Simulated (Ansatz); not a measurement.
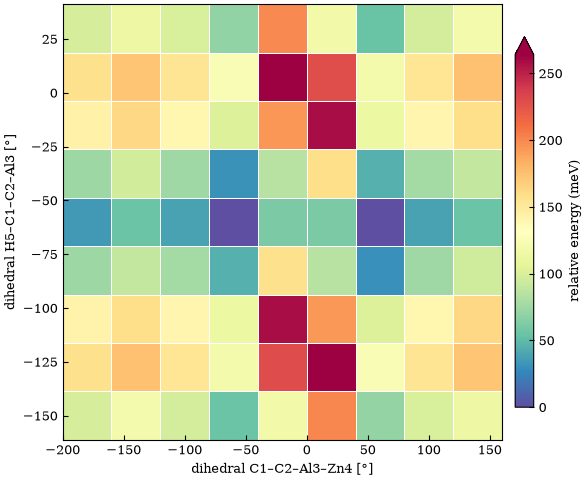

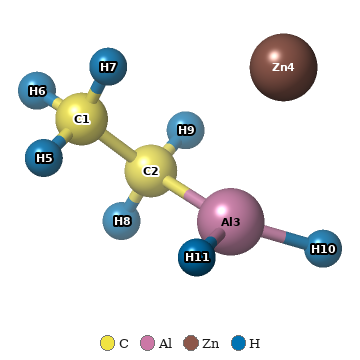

Energy landscape of C₂H₇AlZn. First axis: dihedral C1–C2–Al3–Zn4. Second axis: dihedral H5–C1–C2–Al3. Nothing is relaxed (all other coordinates rigid). The grid has 9 × 9 points. Points are written as (first, second). Energies are in meV, from the lowest grid point. Level of theory: Ansatz 0.2.0, RKS B3LYP-D4/def2-SVP.

Drawn: one coloured cell a grid point, one colour for all values above the top of the scale. The second picture is the structure at the lowest point.

Describe this landscape.

Answer. The lowest grid point is at (−60°, −60.0°). The same energy is found at (60°, −60.0°). Other grid points that lie below all their neighbours: (−180°, −60.0°) (35 meV higher). The highest grid point, (−20°, 7.5°), lies 264 meV above the lowest.

Grid values (meV):

```tsv
dihedral H5–C1–C2–Al3 ↓, dihedral C1–C2–Al3–Zn4 →	−180	−140	−100	−60	−20	20	60	100	140
30.0	99	114	100	70	200	118	55	97	120
7.5	158	173	154	125	264	229	119	153	175
−15.0	144	163	140	102	194	258	113	141	158
−37.5	74	96	75	31	85	158	45	77	91
−60.0	35	55	39	0	61	62	0	39	55
−82.5	74	90	76	45	157	85	31	75	96
−105.0	143	158	141	113	258	194	101	140	162
−127.5	158	175	153	119	229	264	125	154	173
−150.0	99	120	98	55	118	201	70	100	114
```

The input of one point:

```yaml
crystal:
  periodic: [false, false, false]
  atoms:
    - { symbol: C, position_ang: [-0.567014, 1.458006, 0.332037] }
    - { symbol: C, position_ang: [-0.322059, -0.048026, 0.556227] }
    - { symbol: Al, position_ang: [0.77023, -0.846073, -0.895433] }
    - { symbol: Zn, position_ang: [-1.038833, -0.213272, -2.943106] }
    - { symbol: H, position_ang: [0.377882, 2.027443, 0.29121] }
    - { symbol: H, position_ang: [-1.173831, 1.906865, 1.138453] }
    - { symbol: H, position_ang: [-1.102444, 1.651983, -0.613714] }
    - { symbol: H, position_ang: [0.179032, -0.200476, 1.529325] }
    - { symbol: H, position_ang: [-1.291399, -0.573827, 0.628081] }
    - { symbol: H, position_ang: [0.708949, -2.41784, -1.166002] }
    - { symbol: H, position_ang: [1.970913, -0.013885, -1.538321] }
basis:
  gaussian: { orbitals: def2-SVP }
hamiltonian:
  xc: { name: B3LYP }
  dispersion: d4
output:
  forces: true
```

Each point was launched as `ansatz run input.yaml --threads 1 --pin off --max-ram 2560MiB --backend cpu --events-out ev --progress --plain --runs-dir out`. Time for the 81 points that were run: 10 min on 1 thread of Arm Neoverse V2, with other jobs on the host.
